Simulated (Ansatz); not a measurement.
**[SiH3]− (SMILES [SiH3-]) at 6 levels**

We compute a comparison of 6 runs (UHF/3-21G, BHLYP/3-21G, PBE/6-31G, UPBE/3-21G, MP2/3-21G, CCSD/3-21G) of [SiH3]−. 

The calculation is run with Ansatz 0.2.0.

2 further runs of the same task are left out: 2 set aside as unsound or not needed.

## 1. The structure to begin with

[SiH3]−: 4 atoms, total charge -1, spin state singlet. SMILES: `[SiH3-]`. The H2–Si1 distance was set to 3.864 Å, away from the relaxed value. At this shape a bond of the SMILES string is far longer than usual.

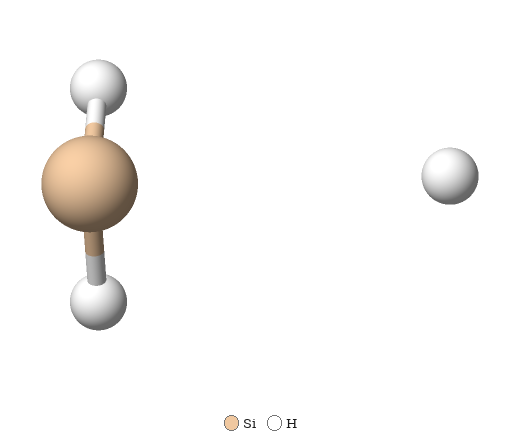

Viewed from a chosen angle; silicon light orange, hydrogen white.

## 2. The energy at UHF/3-21G (run 1)

The input, molecule.yaml:

```yaml
crystal:
  periodic: [false, false, false]
  atoms:
    - {symbol: Si, position_ang: [0.709347, -1.060180, -2.381060]}
    - {symbol: H, position_ang: [0.426600, 0.622300, 1.085900]}
    - {symbol: H, position_ang: [-0.128853, -2.293180, -1.973360]}
    - {symbol: H, position_ang: [-0.498153, -0.297280, -2.971960]}
basis:
  gaussian: {orbitals: 3-21G.json}
total_charge: -1
magnetization: {spin_polarized: true, initial_magnetization: 0}
hamiltonian: {xc: hf}
accuracy: high
```

The basis set 3-21G is read from a file made from the Basis Set Exchange's data (not shown).

The run is started by

```bash
$ ansatz run molecule.yaml --threads 1 --pin off --max-ram 2610MiB --events-out events.jsonl --progress --plain --runs-dir runs
```

The program printed:

```text
Warning: RAYON_NUM_THREADS=1 ignored (pool sized by the plan → 1); use --threads N
Functional definition: HF
  name "HF"
  exchange = exact_x
  correlation = 0
363 factors; integrals over basis functions are off by at most 2.8e-9 eV
mean field evaluation 1: about -7860.7378 eV, gradient 1.0e1 eV
mean field evaluation 2: about -7860.7374 eV, gradient 1.0e1 eV
mean field evaluation 4: about -7862.3060 eV, gradient 8.7e-1 eV
mean field evaluation 8: about -7862.3247 eV, gradient 3.0e-3 eV
mean field evaluation 16: about -7863.9207 eV, gradient 1.8e0 eV
mean field evaluation 32: about -7863.9824 eV, gradient 3.4e-3 eV
mean field -7863.98242953 eV, -288.9960238864 hartree, gradient 2.2e-8 eV, S^2 0.975600; 2 other end points of the search recorded, 0 dependent functions left out
reference -7863.98242953 eV, -288.9960238864 hartree; 9, 9 occupied and 10, 10 virtual orbitals, 363 factors
Total energy: -7863.98242953 eV, -288.9960238864 hartree
```

Run time: 0.16 s. Hardware: 1 thread of Intel Xeon Platinum 8488C (Sapphire Rapids), shared host.

## 3. The energy at BHLYP/3-21G (run 2)

The input, input.yaml:

```yaml
crystal:
  periodic: [false, false, false]
  atoms:
    - {symbol: Si, position_ang: [0.709347, -1.060180, -2.381060]}
    - {symbol: H, position_ang: [0.426600, 0.622300, 1.085900]}
    - {symbol: H, position_ang: [-0.128853, -2.293180, -1.973360]}
    - {symbol: H, position_ang: [-0.498153, -0.297280, -2.971960]}
basis:
  gaussian:
    orbitals: 3-21G.json
total_charge: -1
hamiltonian:
  xc: {name: BHLYP}
accuracy: high
```

The basis set 3-21G is read from a file made from the Basis Set Exchange's data (not shown).

The run is started by

```bash
$ ansatz run input.yaml --threads 1 --pin off --max-ram 2610MiB --events-out events.jsonl --progress --plain --runs-dir runs
```

The program printed:

```text
Warning: RAYON_NUM_THREADS=1 ignored (pool sized by the plan → 1); use --threads N
Functional definition: BHLYP
  name "BHLYP"
  parameter a = 0.5
  exchange = (1 - a)*b88_x + a*exact_x
  correlation = lyp_c
363 factors; integrals over basis functions are off by at most 2.8e-9 eV
mean field evaluation 1: about -7877.4542 eV, gradient 1.5e1 eV
mean field evaluation 2: about -7864.8411 eV, gradient 2.9e1 eV
mean field evaluation 4: about -7879.6578 eV, gradient 1.8e0 eV
mean field evaluation 8: about -7879.6808 eV, gradient 9.2e-2 eV
mean field evaluation 16: about -7879.6808 eV, gradient 9.5e-7 eV
mean field -7879.68084788 eV, -289.5729301202 hartree, gradient 1.5e-8 eV, S^2 0.000000; 0 other end points of the search recorded, 0 dependent functions left out
reference -7879.68087152 eV, -289.5729309887 hartree; 9, 9 occupied and 10, 10 virtual orbitals, 363 factors
Total energy: -7879.68087152 eV, -289.5729309887 hartree
```

Run time: 0.48 s. Hardware: 1 thread of Intel Xeon Platinum 8488C (Sapphire Rapids), shared host.

Runs 3 to 5 aren't shown in full; the table further down has their settings and results.

## 4. A single-point energy at CCSD/3-21G (run 6)

Edit input.yaml of step 3 so:

```diff
@@ -11,4 +11,7 @@
 total_charge: -1
-hamiltonian:
-  xc: {name: BHLYP}
+correlation:
+  method: ccsd
+  frozen_orbitals: {H: 0, Si: 5}
 accuracy: high
+scf:
+  omitted_lower_state_checks: [cluster_reference, increment]
```

The basis set 3-21G is read from a file made from the Basis Set Exchange's data (not shown).

The run is started by

```bash
$ ansatz run input.yaml --threads 1 --pin off --max-ram 2610MiB --events-out events.jsonl --progress --plain --runs-dir runs
```

The program printed, cut to the lines that bear on the results:

```text
Warning: RAYON_NUM_THREADS=1 ignored (pool sized by the plan → 1); use --threads N
Functional definition: HF
  name "HF"
[...]
363 factors; integrals over basis functions are off by at most 2.8e-9 eV
[...]
mean field -7862.32465958 eV, -288.9351019643 hartree, gradient 3.3e-8 eV, S^2 0.000000; 0 other end points of the search recorded, 0 dependent functions left out; unrestricted orbitals would lower it
5 core orbitals not correlated: weight in the atoms' cores, before any rotation towards them, 1.000 or more for the frozen orbitals, at most 0.000 for the correlated occupied ones
reference -7862.32465958 eV, -288.9351019643 hartree; 4, 4 occupied and 10, 10 virtual orbitals, 363 factors
second order -1.96929356 eV of doubles, -0.00000000 eV of singles
cycle   1  -2.27378918 eV  change   -4.7e-1 eV  update   1.7e-1
[...]
cycle  27  -3.33631431 eV  change  -1.2e-10 eV  update  3.8e-10
WARN: these amplitudes may be one of several solutions (largest doubles amplitude 0.72, level shift 1.27 eV)
Total energy: -7865.66097388 eV, -289.0577092537 hartree
Checks for a lower state left out: cluster_reference, increment
```

Wall time 0.14 s (1 thread of Intel Xeon Platinum 8488C (Sapphire Rapids), shared host).

## 5. All runs side by side

```tsv
run	level	frozen core orbitals	energy (Eh)	wall time
1	UHF/3-21G	–	-288.996024	0.16 s
2	BHLYP/3-21G	–	-289.572931	0.48 s
3	PBE/6-31G	–	-290.957737	0.6 s
4	UPBE/3-21G	–	-289.447771	1.9 s
5	MP2/3-21G	5	-289.007472	0.12 s
6	CCSD/3-21G	5	-289.057709	0.14 s
```

## 6. Outcome

| quantity | value |
| --- | --- |
| run 6: total energy | -289.05771 Eh |
| run 6: correlation energy (5 core orbitals frozen) | -122.6 mEh |
| run 6: T1 diagnostic | 0.157 |

What this shows: Below the UHF energy at the same shape and in the same basis (3-21G): MP2 -11.4 mEh; CCSD -61.7 mEh. Some of these start from another determinant than that one, so these aren't their correlation energies. Totals of different functionals can't be ranked against each other. In run 6 the T1 diagnostic is large, so a single reference may not serve. In runs 5, 6 the log says that unrestricted orbitals would lower the reference, so the values rest on an unstable closed-shell determinant (other closed-shell runs at this shape may share the fault). Spin contamination of the reference: run 1 ⟨S²⟩ = 0.98, run 4 ⟨S²⟩ = 0.58. Where it is this large, the reference is a mixture of spin states, and values that rest on it are in doubt. All runs together took 3.4 s, the longest 1.9 s.
